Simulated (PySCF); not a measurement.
**BNH3 (SMILES B[NH]): UCISD/STO-6G**

What is the vertical ionisation energy of BNH3 at UCISD/STO-6G? Input form: a Python script.

The results are computed with PySCF 2.14.0.

9 further runs of the same task are left out: 9 set aside as unsound or not needed.

### Step 1. The molecule

The species is BNH3 (5 atoms), meant as a doublet with charge 0. SMILES: `B[NH]`. Geometry: relaxed at PBE0-D4/def2-TZVP.

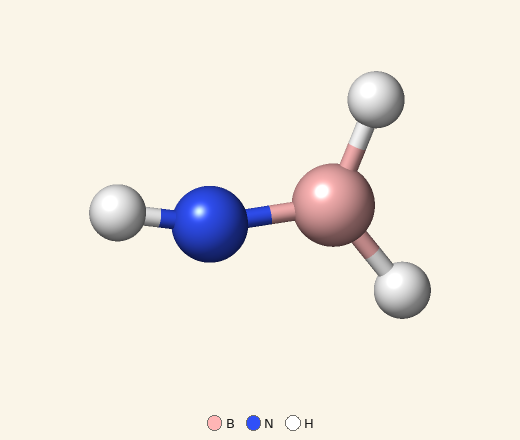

Viewed from a chosen angle; boron pink, nitrogen blue, hydrogen white.

### Step 2. A single-point energy at UCISD/STO-6G

The input, run.py:

```python
from pyscf import gto, ci

molecule = gto.Mole()
molecule.atom = '''
B       -0.310800      -0.370100      -0.091600
N        0.531200       0.655200      -0.019800
H       -0.414800      -1.107400       0.862500
H       -0.964100      -0.573100      -1.081900
H        1.208400       1.321700       0.289300
'''
molecule.verbose = 4
molecule.max_memory = 1860
molecule.spin = 1
molecule.basis = 'sto-6g'
molecule.build()

calc0 = molecule.UHF()
calc0.conv_tol = 1e-10
calc0.kernel()
if not calc0.converged:
    calc0 = calc0.newton().run(calc0.mo_coeff, calc0.mo_occ)

cisd = ci.CISD(calc0, frozen=2)
cisd.kernel()
etot = cisd.e_tot
print('E(%s) = %.9f' % ('CISD', etot))
```

Run with:

```sh
$ OMP_NUM_THREADS=1 python run.py
```

The log of the run:

```text
PySCF version 2.14.0

[... 89 lines left out ...]
converged SCF energy = -80.598336930386  <S^2> = 0.77951692  2S+1 = 2.0293023
[... 1 line left out ...]
******** <class 'pyscf.ci.ucisd.UCISD'> ********
CISD nocc = (np.int64(6), np.int64(5)), nmo = (11, 11)
frozen orbitals 2
max_cycle = 50
direct = 0
conv_tol = 1e-09
max_cycle = 50
max_space = 12
lindep = 0
nroots = 1
Init t2, MP2 energy = -0.0755090157388721
UCISD converged
E(UCISD) = -80.69885905295807  E_corr = -0.100522122572063
E(CISD) = -80.698859053
```

It took 0.68 s on 1 thread of AMD EPYC 9R14 (Zen 4), shared host; peak memory 0.12 GiB.

### Step 3. The singlet cation, same level

The input, mol.xyz:

```xyz
5

B     -0.310800    -0.370100    -0.091600
N      0.531200     0.655200    -0.019800
H     -0.414800    -1.107400     0.862500
H     -0.964100    -0.573100    -1.081900
H      1.208400     1.321700     0.289300
```

The input, calc.py:

```python
from pyscf import gto, scf, ci

system = gto.M(
    atom='mol.xyz',
    spin=0,
    basis='sto-6g',
    verbose=3,
    max_memory=1860,
    charge=1,
)

mf = scf.RHF(system)
mf.conv_tol = 1e-10
mf.kernel()
if not mf.converged:
    mf = mf.newton().run(mf.mo_coeff, mf.mo_occ)

cisd = ci.CISD(mf, frozen=2)
cisd.kernel()
etot = cisd.e_tot
print('E(%s) = %.9f' % ('CISD', etot))
```

Run with:

```sh
$ OMP_NUM_THREADS=1 python calc.py
```

The log of the run:

```text
converged SCF energy = -80.2541991418684
E(RCISD) = -80.3774915816815  E_corr = -0.1232924398130817
E(CISD) = -80.377491582
```

It took 0.56 s on 1 thread of AMD EPYC 9R14 (Zen 4), shared host; peak memory 0.1 GiB.

### Step 4. Outcome

At UCISD/STO-6G, 2 core orbitals frozen:

| quantity | value |
| --- | --- |
| doublet BNH3: total energy | -80.69886 Eh |
| doublet BNH3: dipole moment (Hartree–Fock density) | 1.82 D |
| doublet BNH3: HOMO energy (Hartree–Fock orbitals) (highest over α and β) | -9.69 eV |
| doublet BNH3: LUMO energy (Hartree–Fock orbitals) (lowest over α and β) | 7.05 eV |
| doublet BNH3: correlation energy (2 core orbitals frozen) | -100.5 mEh |
| doublet BNH3: ⟨S²⟩ of the reference determinant | 0.780 |
| singlet cation: total energy | -80.37749 Eh |
| singlet cation: HOMO energy (Hartree–Fock orbitals) | -21.56 eV |
| singlet cation: LUMO energy (Hartree–Fock orbitals) | -7.39 eV |
| singlet cation: HOMO–LUMO gap (Hartree–Fock orbitals) | 14.17 eV |
| singlet cation: correlation energy (2 core orbitals frozen) | -123.3 mEh |
| vertical ionisation energy (to the singlet cation) | 8.745 eV |

What this shows: The vertical ionisation energy comes to 8.74 eV (844 kJ/mol). Only the singlet of the ionised species was computed; a triplet could lie lower. In a minimal basis such a difference can be off by several eV, whatever the method. Mulliken charges (doublet BNH3) of the mean-field density run from -0.35 on N2 to +0.26 on B1; they depend strongly on the basis.
